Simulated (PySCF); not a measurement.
Consider C₅H₄F₂O₂ (SMILES FC(F)Oc1ccoc1).

Input file:

```
{"job": {"kind": "nmr", "xc": "PBE0", "basis": "pcSseg-1", "pop": false}, "charge": 0, "multiplicity": 1}
F      2.561600     0.601700     0.131100
C      1.581400     1.203100    -0.593900
F      2.200200     1.858500    -1.582500
O      0.742600     0.303900    -1.148700
C     -0.204100    -0.246700    -0.311600
C     -0.265200    -0.229400     1.106500
C     -1.389800    -0.931600     1.420500
O     -2.006000    -1.368600     0.317300
C     -1.291700    -0.953900    -0.739800
H      1.093600     1.942300     0.071200
H      0.429700     0.215500     1.788300
H     -1.830700    -1.176000     2.366100
H     -1.626000    -1.218200    -1.720900
```

Run with:

```sh
OMP_NUM_THREADS=1 python probes_run.py task.json out
```

Geometry: GFN2-xTB, NEB image 0 of 0 to 8.

Method: PySCF, PBE0/pcSseg-1, SCF density, gas phase, non-relativistic.

**What will maps of the electron density and electron localisation function show?**

C–O (1.34 Å): the density is about 2.4 e/Å³ at the midpoint; the ELF peaks at about 0.90 between the atoms (a polar covalent bond).
C–C (1.36 Å): the density is about 2.2 e/Å³ at the midpoint; the ELF peaks at about 0.95 between the atoms, as expected for localised, covalent bonding.
C–H (1.07 Å): ρ at the midpoint is about 2.1 e/Å³; the ELF climbs to about 1 towards the hydrogen, as it does in any bond to H: a covalent bond by its length.
C–O (1.38 Å): the density is about 2.2 e/Å³ at the midpoint, with its minimum of 1.8 e/Å³ about 0.5 Å from C; the ELF peaks at about 0.90 between the atoms: a shared but strongly polarised pair.

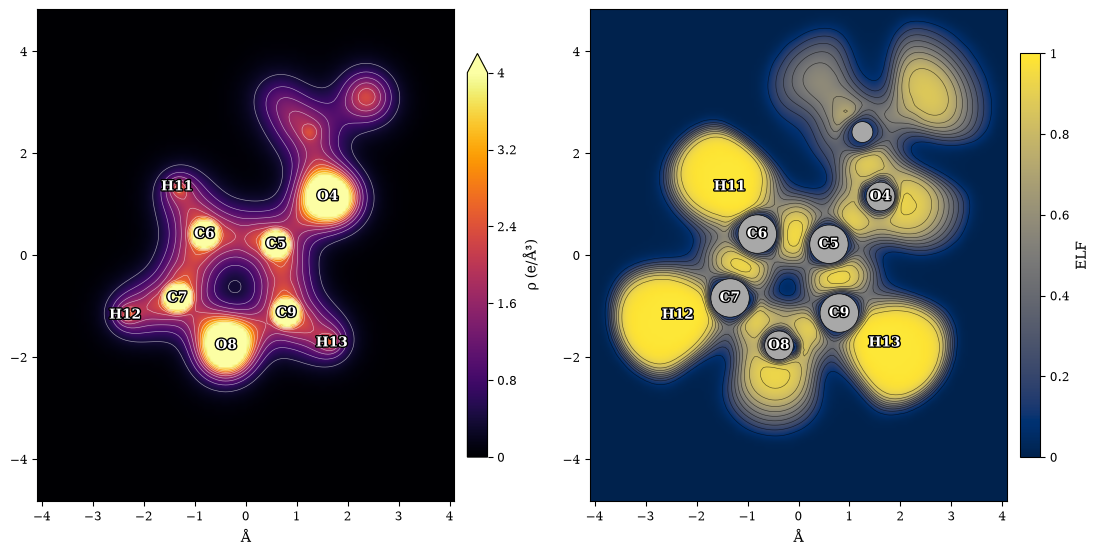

Computed electron density and electron localisation function on the plane of atoms O4, C5 and C6, in this order. Grey discs cover the atomic cores in the ELF map. 
